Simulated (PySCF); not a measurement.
# SiH3S (SMILES [SiH2]S) at UPBE/STO-3G

Aim: the energy change on altering one bond length of SiH3S at UPBE/STO-3G, from 2 runs. Input form: a Python script.

The calculation is run with PySCF 2.14.0.

6 further runs of the same task are left out: 6 set aside as unsound or not needed.

**1. The molecule**

The species is SiH3S (5 atoms), meant as a doublet with charge 0. SMILES: `[SiH2]S`. The coordinates come from a PBE0-D4/def2-TZVP relaxation. This is one conformer, not always the lowest.

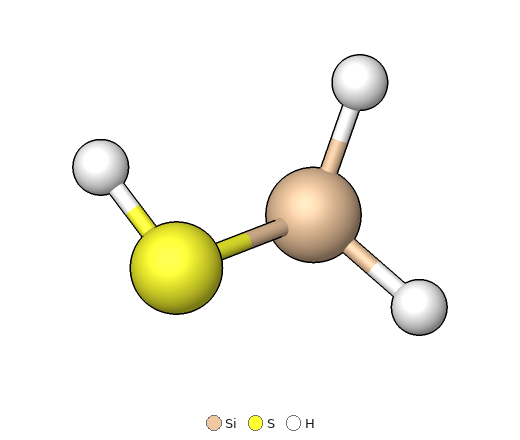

Viewed from a chosen angle; silicon light orange, sulfur yellow, hydrogen white.

**2. The energy at UPBE/STO-3G**

Contents of job.py:

```python
from pyscf import gto, dft

mol = gto.M(
    atom=[
    ('Si', (-0.096300, -0.694000, -0.309300)),
    ('S', (0.273100, 1.406000, -0.294500)),
    ('H', (-0.094500, -1.256800, 1.073000)),
    ('H', (-1.440300, -0.843200, -0.929900)),
    ('H', (1.407800, 1.314300, 0.419300)),
],
    spin=1,
    max_memory=1860,
    basis='sto-3g',
    verbose=3,
)

mf = dft.UKS(mol, xc='pbe')
mf.grids.level = 5
mf.conv_tol = 1e-10
mf.kernel()
if not mf.converged:
    mf = mf.newton().run(mf.mo_coeff, mf.mo_occ)

e_final = mf.e_tot
print('E(%s) = %.9f' % ('PBE', e_final))
```

Launch:

```sh
OMP_NUM_THREADS=1 python job.py
```

The program printed:

```text
converged SCF energy = -681.30518231151  <S^2> = 0.75075409  2S+1 = 2.0007539
E(PBE) = -681.305182312
```

It took 4.2 s on 1 thread of Arm Neoverse V2, shared host; peak memory 0.21 GiB.

**3. The distorted shape, same level**

Contents of input.xyz:

```xyz
5

Si     0.172466    -0.664164    -0.185196
S      0.541866     1.435836    -0.170396
H      0.174266    -1.226964     1.197104
H     -1.440300    -0.843200    -0.929900
H      1.676566     1.344136     0.543404
```

Contents of calc.py:

```python
from pyscf import gto, dft

mol = gto.M(
    atom='input.xyz',
    verbose=3,
    charge=0,
    basis='sto-3g',
    spin=1,
    max_memory=1860,
)

mf = dft.UKS(mol)
mf.xc = 'pbe'
mf.conv_tol = 1e-10
mf.grids.level = 5
mf.kernel()
if not mf.converged:
    mf = mf.newton().run(mf.mo_coeff, mf.mo_occ)

energy = mf.e_tot
print('Final energy', energy)
```

Launch:

```sh
OMP_NUM_THREADS=1 python calc.py
```

The program printed:

```text
converged SCF energy = -681.276295893954  <S^2> = 0.75078542  2S+1 = 2.0007853
Final energy -681.2762958939537
```

Run time: 4.5 s. Hardware: 1 thread of Arm Neoverse V2, shared host; peak memory 0.21 GiB.

**4. Results**

At UPBE/STO-3G:

| quantity | value |
| --- | --- |
| first shape: total energy | -681.30518 Eh |
| first shape: dipole moment | 0.91 D |
| first shape: HOMO energy (highest over α and β) | -1.16 eV |
| first shape: LUMO energy (lowest over α and β) | 0.29 eV |
| first shape: ⟨S²⟩ | 0.751 |
| distorted shape: total energy | -681.27630 Eh |
| distorted shape: dipole moment | 1.20 D |
| distorted shape: HOMO energy (highest over α and β) | -1.26 eV |
| distorted shape: LUMO energy (lowest over α and β) | 0.10 eV |
| distorted shape: ⟨S²⟩ | 0.751 |
| energy change with the Si1–H4 bond stretched from 1.488 to 1.785 Å | 0.786 eV |

What this shows: With the Si1–H4 bond stretched from 1.488 to 1.785 Å the energy rises by 0.79 eV (18.1 kcal/mol). The first shape isn't relaxed at this level, so the change isn't measured from a minimum. The minimal basis adds a large error of its own. Mulliken charges (distorted shape) run from -0.13 on H4 to +0.29 on Si1.
